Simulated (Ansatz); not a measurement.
# NS (Mononitrogen monosulfide): UCCSDT(Q)/STO-3G

Aim: the electronic atomisation energy of NS (Mononitrogen monosulfide) at UCCSDT(Q)/STO-3G, from 3 runs. 

The calculation is run with Ansatz 0.2.0.

46 further runs of the same task are left out: 4 that didn't finish, 42 set aside as unsound or not needed.

### 1 Starting point

NS has 2 atoms, charge 0, and is taken as a doublet. SMILES: `[N]=S`. Geometry: relaxed at PBE0-D4/def2-TZVP.

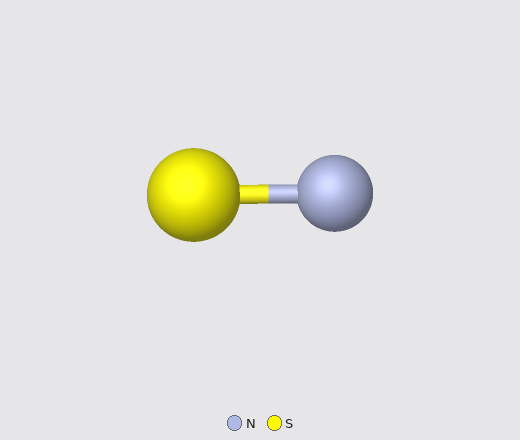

The structure, seen from a chosen angle (nitrogen light blue, sulfur yellow).

### 2 The energy at UCCSDT(Q)/STO-3G

in.yaml reads:

```yaml
crystal:
  periodic: [false, false, false]
  atoms:
    - symbol: "N"
      position_ang: [-0.000000, -0.000000, -0.011220]
    - symbol: S
      position_ang: [0.000000, 0.000000, 1.474400]
basis:
  gaussian: {orbitals: STO-3G}
magnetization: {spin_polarized: true, initial_magnetization: 1}
correlation: {method: ccsdt_q, frozen_orbitals: {"N": 1, S: 5}}
accuracy: high
scf: {omitted_lower_state_checks: [cluster_reference, increment]}
```

Launch:

```bash
ansatz run in.yaml --threads 1 --pin off --max-ram 3480MiB --events-out events.jsonl --progress --plain --runs-dir runs
```

Standard output:

```text
Warning: RAYON_NUM_THREADS=1 ignored (pool sized by the plan → 1); use --threads N
[... 13 lines left out ...]
6 core orbitals not correlated: weight in the atoms' cores, before any rotation towards them, 1.000 or more for the frozen orbitals, at most 0.000 for the correlated occupied ones
[... 33 lines left out ...]
Total energy: -12162.11459714 eV, -446.9494676674 hartree
Checks for a lower state left out: cluster_reference, increment
```

It took 1.4 s on 1 thread of Arm Neoverse V2, shared host.

### 3 The N atom at the same level

run.yaml reads:

```yaml
crystal:
  periodic: [false, false, false]
  atoms:
    - {symbol: "N", position_ang: [0.000000, 0.000000, 0.000000]}
basis:
  gaussian:
    orbitals: STO-3G
magnetization:
  spin_polarized: true
  initial_magnetization: 3
correlation:
  method: ccsdt_q
  frozen_orbitals: {"N": 1}
accuracy: high
scf:
  omitted_lower_state_checks: [cluster_reference, increment]
```

Run the same way, it converges to -53.71901 Eh (log not shown).

### 4 The S atom at the same level

job.yaml reads:

```yaml
crystal:
  periodic: [false, false, false]
  atoms:
    - symbol: S
      position_ang: [0.000000, 0.000000, 0.000000]
basis:
  gaussian: {orbitals: STO-3G}
magnetization: {spin_polarized: true, initial_magnetization: 2}
correlation: {method: ccsdt_q, frozen_orbitals: {S: 5}}
accuracy: high
scf: {omitted_lower_state_checks: [cluster_reference, increment]}
```

Run the same way, it converges to -393.13022 Eh (log not shown).

### 5 What came out

Level: UCCSDT(Q)/STO-3G, 6 core orbitals frozen.

| quantity | value |
| --- | --- |
| molecule: total energy | -446.94947 Eh |
| molecule: correlation energy (6 core orbitals frozen) | -100.4 mEh |
| molecule: ⟨S²⟩ of the reference determinant | 1.252 |
| molecule: T1 diagnostic | 0.091 |
| N atom: total energy | -53.71901 Eh |
| N atom: correlation energy (1 core orbital frozen) | 0.0 mEh |
| N atom: ⟨S²⟩ of the reference determinant | 3.750 |
| N atom: T1 diagnostic | 0.000 |
| S atom: total energy | -393.13022 Eh |
| S atom: correlation energy (5 core orbitals frozen) | 0.0 mEh |
| S atom: ⟨S²⟩ of the reference determinant | 2.000 |
| S atom: T1 diagnostic | 0.000 |
| electronic atomisation energy | 2.728 eV |

What this shows: Taking the molecule apart into free atoms costs 2.73 eV (63 kcal/mol), before zero-point energy and without spin-orbit coupling. In a minimal basis such a difference can be off by several eV, whatever the method. ⟨S²⟩ (molecule) is 1.25 where a pure doublet has 0.75: the reference is spin-contaminated. The T1 diagnostic (molecule) of 0.091 is above the customary mark for such species, so a single reference may not serve.
